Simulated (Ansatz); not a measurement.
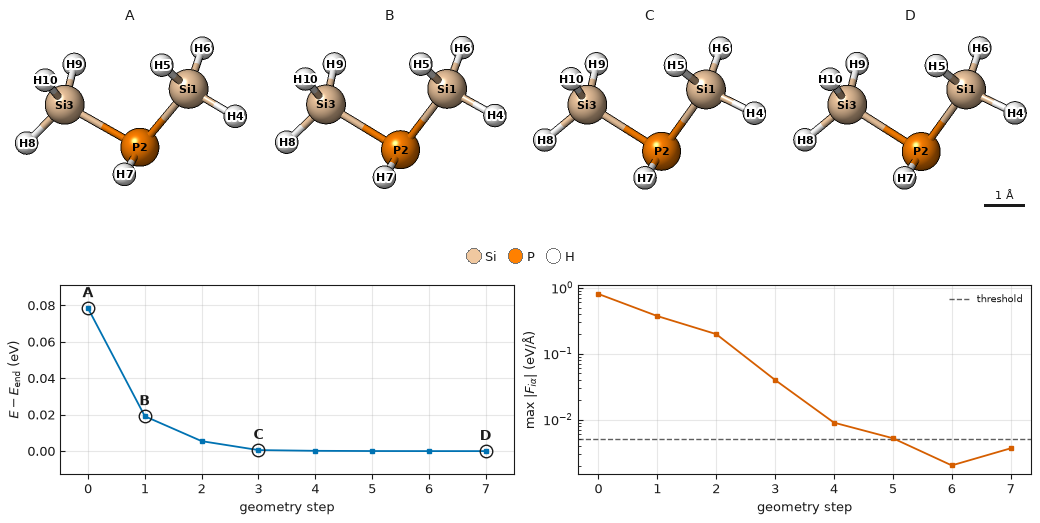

Frames of a relaxation of Si$_{2}$PH$_{7}$, marked on the history of the run. The picture is a ball-and-stick view, seen at a tilt.

The start comes from GFN2-xTB.

Method: Ansatz, RKS PBE0-D4/def2-TZVP. Set-up: force threshold 0.005 eV/Å; at most 150 steps.

### What happens along the run?

The largest moves after the best rigid fit, 0.15 Å, are those of H5 and H10. Largest moves by element: H 0.15 Å, P 0.12 Å, Si 0.07 Å. Among the contacts that change: P2–H7 1.379 → 1.422 Å, Si1–H4 1.461 → 1.486 Å, Si1–H5 1.466 → 1.487 Å, P2–Si3 2.229 → 2.250 Å. Among the angles between lasting bonds that change: Si1–P2–Si3 102.6° → 95.8°. The energy falls by 0.078 eV in 7 geometry steps. Largest force component: 0.8 eV/Å at the start, 0.0037 eV/Å at the end. From step 0 to 1: H7 moves most (0.07 Å), energy −0.059 eV. From step 1 to 3: H atoms move most (0.16 Å), energy −0.019 eV. From step 3 to 7: H atoms move most (0.03 Å), energy −0.001 eV.

```tsv
step	E − E(0), eV	largest force component, eV/Å
0	0.0000	0.8039
1	-0.0593	0.3714
2	-0.0730	0.1977
3	-0.0779	0.0398
4	-0.0783	0.0090
5	-0.0784	0.0052
6	-0.0784	0.0020
7	-0.0784	0.0037
```
